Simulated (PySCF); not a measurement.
## Cr⁺: atomic calculation

System: Cr⁺, configuration 1s2 2s2 2p6 3s2 3p6 3d5, multiplicity 6.
Method: unrestricted HF, aug-cc-pVDZ-DK, non-relativistic, point nucleus (PySCF).

The input:
```python
from pyscf import gto, scf, dft, mp, cc
import basis_set_exchange as bse
mol = gto.M(atom="Cr 0 0 0", charge=1, spin=5, symmetry="D2h",
            basis=gto.basis.parse(bse.get_basis("aug-cc-pVDZ-DK", elements=["Cr"], fmt="nwchem", header=False)))
mf = scf.UHF(mol)
mf.irrep_nelec = {'Ag': (5, 3), 'B1g': (1, 0), 'B2g': (1, 0), 'B3g': (1, 0), 'B1u': (2, 2), 'B2u': (2, 2), 'B3u': (2, 2)}
mf.kernel()
```

The script is an equivalent of what the driver set up; the driver started from orbitals of its own, so the log can be shorter than this script's would be, and it computed the properties (radii, ⟨L²⟩, response) afterwards. It held the occupations shell by shell, which the script's counts by irreducible representation don't always enforce.

Launched within a batch (the task file carries these settings):
```bash
OMP_NUM_THREADS=1 python <driver script> TASK.json OUT
```

Output (extracts):
```
damping factor = 0
level_shift factor = 0
DIIS = <class 'pyscf.scf.diis.CDIIS'>
diis_start_cycle = 1
diis_space = 10
diis_damp = 0
SCF conv_tol = 1e-09
SCF conv_tol_grad = None
number electrons alpha = 14  beta = 9
cycle= 1 E= -1040.39300612654  delta_E= -2.07e-09  |g|= 1.1e-05  |ddm|= 0.000309
cycle= 2 E= -1040.3930061267  delta_E= -1.61e-10  |g|= 6.18e-06  |ddm|= 5.69e-05
converged SCF energy = -1040.3930061267  <S^2> = 8.7500786  2S+1 = 6.0000262
```

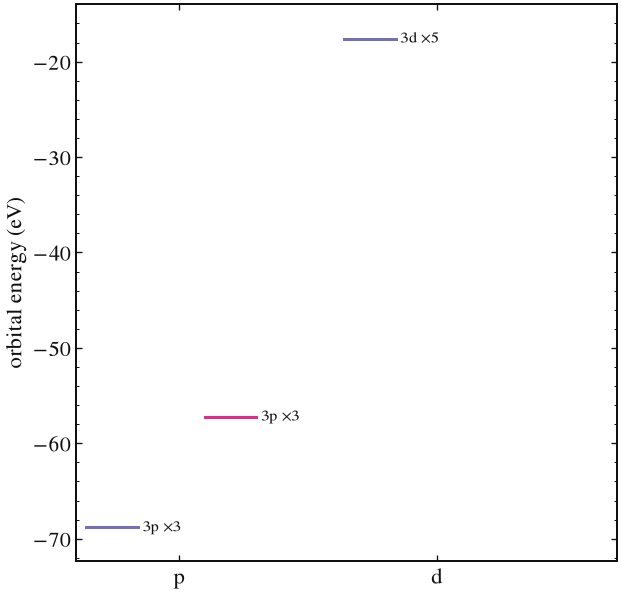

**Figure 1.** Orbital energies of the mean field, from the top down to −68.8 eV, by angular momentum, α spin at the left of each column and β at the right; ×n counts the orbitals under one label. The highest filled orbital is 3d α at −17.6 eV, the lowest empty one s α at −5.78 eV.

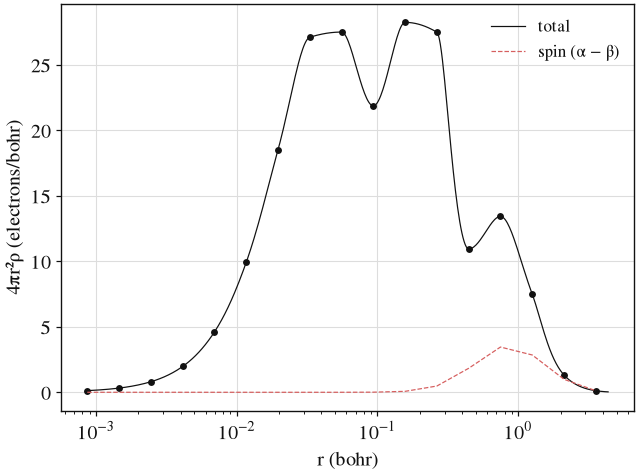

**Figure 2.** Spherically averaged radial density 4πr²ρ of the mean field and its spin part; markers are the stored points, which are sparse, and the line is a monotone interpolation between them. The largest stored value is 28.2 electrons/bohr at r = 0.16 bohr. Root-mean-square radii of the shells: 1s 0.0742, 2p 0.288, 2s 0.319, 3s 0.986, 3p 1.06, 3d 1.52 bohr.

Outcome:

- outcome: converged
- total energy: −1040.3930 hartree
- kinetic energy: 1086.4365 hartree
- −E/T (1 by the virial theorem at the basis-set limit): 0.9576
- ⟨S²⟩: 8.750
- SCF iterations: 2
- hardware: 1 thread of Arm Neoverse V1, 23 GiB of memory available, shared host

What is odd here:

The input is odd on purpose: basis contracted for another Hamiltonian. The program ran to the end. Its numbers are those of this setting; this run alone doesn't show how far the oddity moves them.
